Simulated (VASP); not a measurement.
Band structure of CrO2 (rutile). These are r2SCAN meta-GGA, VASP's PBE PAW potentials (set 64) (plane waves; VASP 6.6.1) values and carry that method's errors.

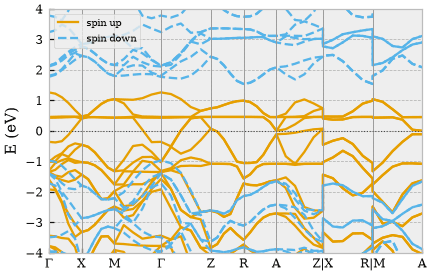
Figure. Bands along high-symmetry lines, zero at the valence-band maximum or, without a gap, the Fermi level

**Question.** Read the plot: is there a gap, and where are the band edges?

**Answer.** It has no gap at this level: it comes out as a metal or semimetal.

The compound is CrO2 in the rutile structure. It was relaxed first.
